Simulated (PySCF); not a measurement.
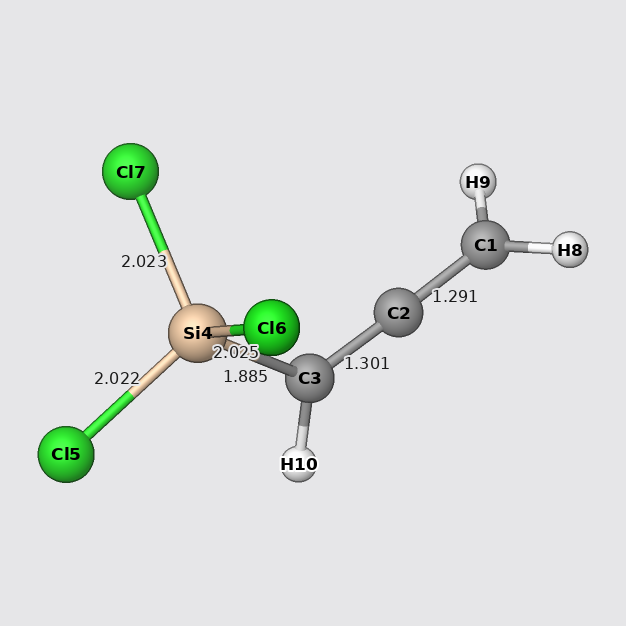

The numbers beside the sticks are distances in Å. Sticks don't show bond order. The computed structure is the end point of a GFN2-xTB optimisation. No frequency run is at hand to confirm it as a minimum.

> Assign a bond order to each marked bond.

C1–C2 double; C2–C3 double; C3–Si4 single; Si4–Cl5 single; Si4–Cl6 single; Si4–Cl7 single.

> Write the SMILES.

C=C=C[Si](Cl)(Cl)Cl
